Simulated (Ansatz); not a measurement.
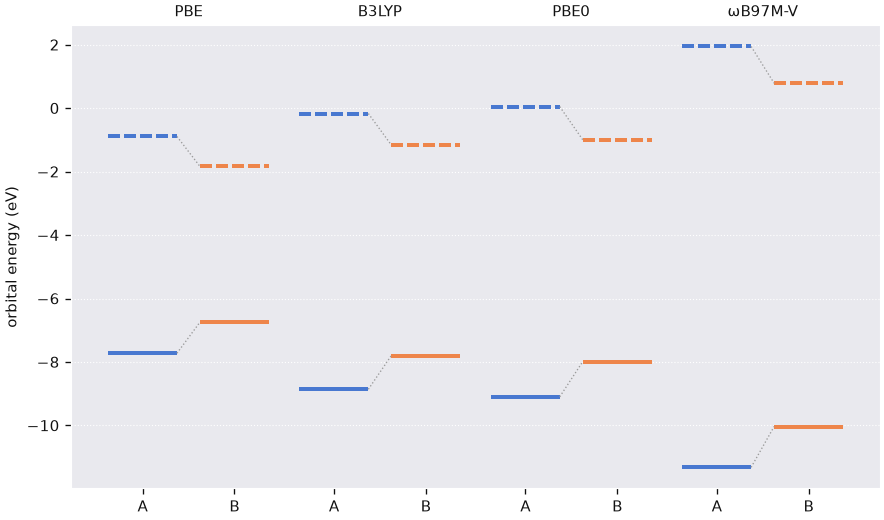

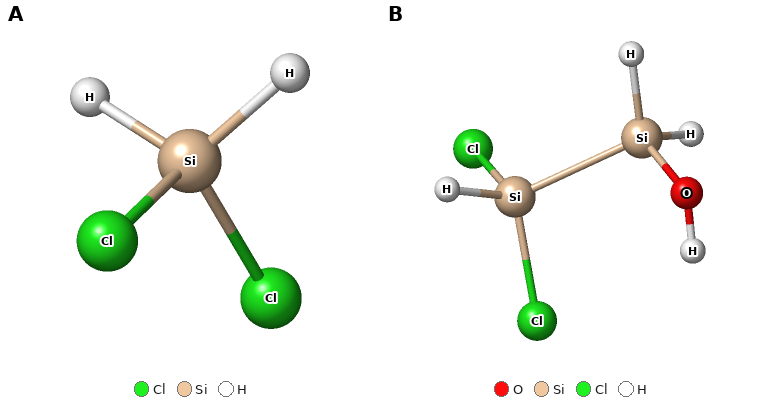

One change: A, SiH₂Cl₂ (SMILES Cl[SiH2]Cl), becomes B, Si₂H₄OCl₂ (SMILES O[SiH2][SiH](Cl)Cl). H on Si is replaced by SiH₃O (bound through Si). HOMO (solid) and LUMO (dashed) computed in def2-TZVPP at PBE0-D4/def2-TZVP geometries, both minima by their frequencies, gas phase, the Ansatz code 0.2.0. Empty levels above zero depend strongly on the basis.

### What does the change do to HOMO and LUMO?

PBE: the HOMO rises by 0.98 eV, the LUMO falls by 0.94 eV, and the separation goes from 6.83 to 4.91 eV. B3LYP: the HOMO rises by 1.06 eV, the LUMO falls by 0.99 eV, and the separation goes from 8.69 to 6.64 eV. PBE0: the HOMO rises by 1.11 eV, the LUMO falls by 1.04 eV, and the separation goes from 9.15 to 6.99 eV. ωB97M-V: the HOMO rises by 1.29 eV, the LUMO falls by 1.16 eV, and the separation goes from 13.26 to 10.82 eV.

### Do the functionals agree on the effect?

They agree on the direction for both levels; the HOMO shift lies between 0.98 and 1.29 eV and the LUMO shift between −1.16 and −0.94 eV, while the separations themselves differ by up to 6.4 eV between functionals.

Known limits of this run: one conformer of each flexible molecule.
